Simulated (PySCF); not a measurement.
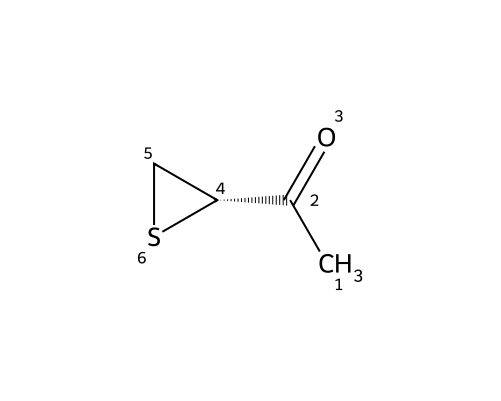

Skeletal drawing with numbered atoms; wedges and dashes mark any stereocentres. The configuration is that of a computed structure (PBE0-D3(BJ)/def2-SVP).

> What are the Cahn–Ingold–Prelog descriptors?

C4: S.

> Give a SMILES with the stereochemistry.

CC(=O)[C@H]1CS1
